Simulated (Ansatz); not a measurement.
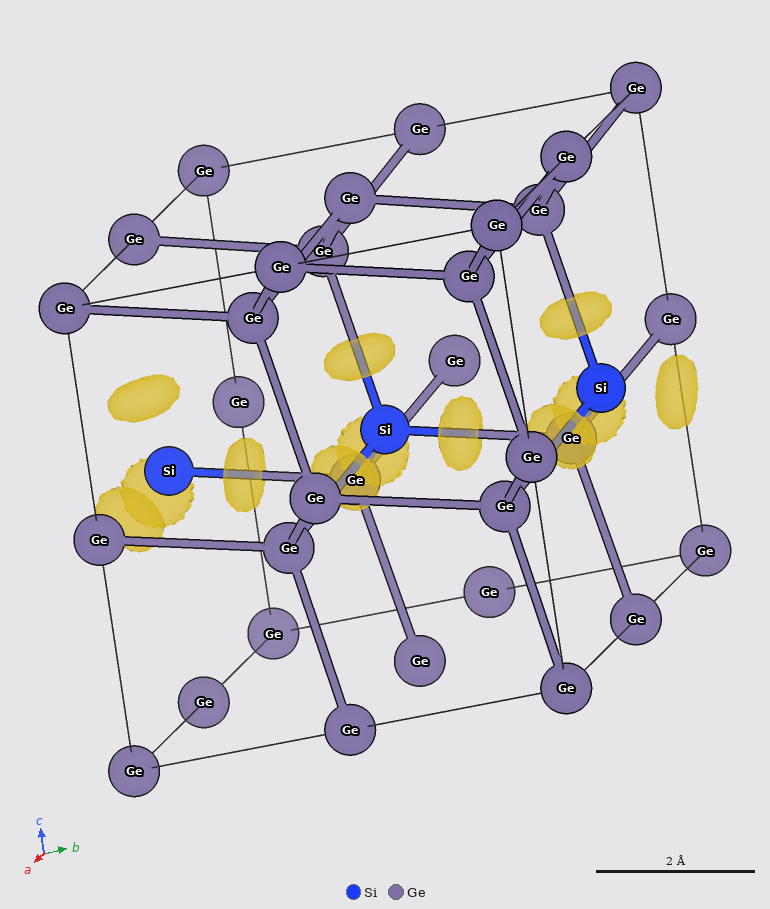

The picture shows: SiGe₇. Isosurface of the electron localisation function at 0.85 (yellow), seen slightly off an axis. Only the valence region is drawn (cores and ρ < 0.01 e/Å³ removed). Sticks mark near contacts.

Space group Amm2; a generated structure, not necessarily the stable one.

All numbers below come from Ansatz 0.2.0, DFT PBEsol, scalar-relativistic, plane waves, PAW.

Core electrons are frozen (PAW), and the valence fields are smoothed inside the atomic spheres.

Input file:

```
crystal:
  lattice:
    - [5.87528e-05, 5.6395714133, -5.6393375702]
    - [5.6396301662, 5.6396301662, 0.0]
    - [5.6395714133, 5.87528e-05, -5.6393375702]
  atoms:
    - { symbol: Si, position: [0.499974985, 2.5015e-05, 0.499974985] }
    - { symbol: Si, position: [0.499974985, 0.500025015, 0.499974985] }
    - { symbol: Ge, position: [4.81264e-05, 1.57392e-05, 0.4999203952] }
    - { symbol: Ge, position: [4.81264e-05, 0.5000157392, 0.4999203952] }
    - { symbol: Ge, position: [0.4999203952, 1.57392e-05, 4.81264e-05] }
    - { symbol: Ge, position: [0.4999203952, 0.5000157392, 4.81264e-05] }
    - { symbol: Ge, position: [2.21583e-05, -2.21583e-05, 2.21583e-05] }
    - { symbol: Ge, position: [2.21583e-05, 0.4999778417, 2.21583e-05] }
    - { symbol: Ge, position: [0.3780602258, 0.3719397742, 0.3780602258] }
    - { symbol: Ge, position: [0.3780602258, 0.8719397742, 0.3780602258] }
    - { symbol: Ge, position: [0.8704353451, 0.3764793776, 0.3766058997] }
    - { symbol: Ge, position: [0.8704353451, 0.8764793776, 0.3766058997] }
    - { symbol: Ge, position: [0.3766058997, 0.3764793776, 0.8704353451] }
    - { symbol: Ge, position: [0.3766058997, 0.8764793776, 0.8704353451] }
    - { symbol: Ge, position: [0.8749328646, 0.3750671354, 0.8749328646] }
    - { symbol: Ge, position: [0.8749328646, 0.8750671354, 0.8749328646] }
basis:
  ecutwfc: 420
kpoints:
  mp_grid: { grid: [6, 6, 6] }
  band_path: { path: [[0.0, 0.0, 0.0], [0.05, 0.0, 0.0]], npoints: 1 }
hamiltonian:
  xc: pbesol
scf:
  occupations: { method: gaussian, width: 0.01 }
  n_extra_bands: 11
output:
  forces: true
  stress: true
  eigenvalues: true
  write_density: true
  write_potential: true
  elf: true
  volumetric_format: npy
```

Command:

```sh
ansatz run input.yaml --threads 4 --pin off --max-ram 10240MiB --backend cpu --events-out ev --progress --plain --runs-dir out
```

**Where are the electrons localised?**

The ELF exceeds this value in eight regions between bonded Ge–Si atoms (shared pairs), counted in one cell of 16 atoms. Any copies at cell faces, edges or corners count once. Profiles from the grid: Si–Ge (2.41 Å): the ELF peaks at about 0.90 between the atoms: a shared electron pair. Ge–Ge (2.44 Å): the ELF peaks at about 0.75 between the atoms: a shared electron pair.
